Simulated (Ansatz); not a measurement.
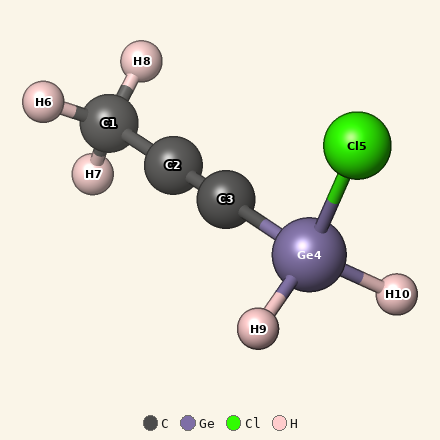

The system is C3H5ClGe, SMILES CC#[C][GeH2][Cl]; the picture shows the reference structure. 
- First axis: angle C1–C2–C3 (carried through 180). Second axis: change of the bonds C2–C1, C2–C3, all alike.
- Nothing is relaxed (all other coordinates rigid).
- The scan uses a 13 × 13 grid.
- Points are written as (first, second).
- Energies are in kJ/mol, from the lowest grid point.
- The calculation used RHF/def2-SVP in Ansatz 0.2.0.

Its coordinates:

```xyz
10

C    -1.4119   -1.7515    0.4917
C    -0.4789   -0.6559    0.2095
C     0.2807    0.2410   -0.0243
Ge    1.4981    1.6538   -0.3822
Cl    0.6355    2.9527   -1.8930
H    -2.2993   -1.3748    0.9999
H    -0.9391   -2.4987    1.1290
H    -1.7224   -2.2341   -0.4349
H     1.7191    2.5045    0.8614
H     2.8012    1.1119   -0.9542
```

Range: angle C1–C2–C3 (carried through 180) from 140.0 to 220.0°; change of the bonds C2–C1, C2–C3, all alike from −0.147 to 0.227 Å.

> What landscape does the calculation give?

The lowest grid point is at (180.0°, 0.009 Å). No other kind of well shows on this grid. The highest grid point, (220.0°, −0.147 Å), lies 326 kJ/mol above the lowest. Round the minimum the two coordinates are nearly uncoupled.

```csv
"second ↓, first →",140.0,146.7,153.3,160.0,166.7,173.3,180.0,186.7,193.3,200.0,206.7,213.3,220.0
0.227,292,284,277,271,267,264,263,264,267,271,277,284,292
0.195,239,229,221,214,209,206,205,206,209,214,221,230,240
0.164,193,181,171,163,157,153,152,154,157,163,171,181,194
0.133,151,137,126,117,111,107,105,107,111,118,127,138,153
0.102,117,101,88,78,71,67,65,67,71,79,89,102,118
0.071,91,73,59,47,39,35,33,35,40,48,60,74,92
0.040,74,55,39,26,18,12,11,13,18,27,40,56,76
0.009,70,48,31,17,8,2,0,2,8,18,32,50,72
−0.022,80,56,37,22,11,5,3,6,12,23,39,58,82
−0.053,106,80,60,43,32,25,23,25,33,45,61,83,109
−0.084,152,124,102,84,72,64,62,65,73,86,104,127,156
−0.115,222,192,167,148,135,127,124,127,135,150,169,195,226
−0.147,322,290,263,243,228,219,216,219,229,244,266,293,326
```

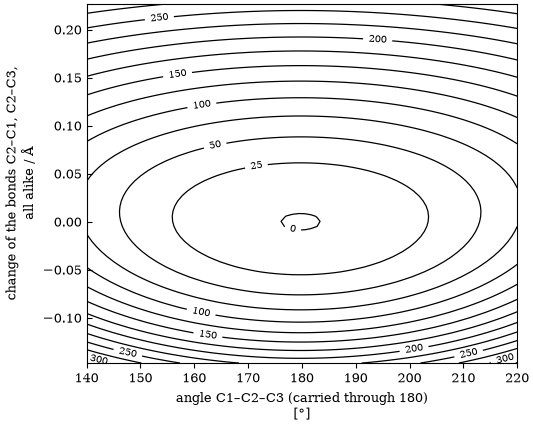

The picture shows contour lines labelled in kJ/mol. Between grid points the surface is interpolated.

The whole map (169 points run) took 8.8 min on 1 thread of Arm Neoverse V2 (shared host).
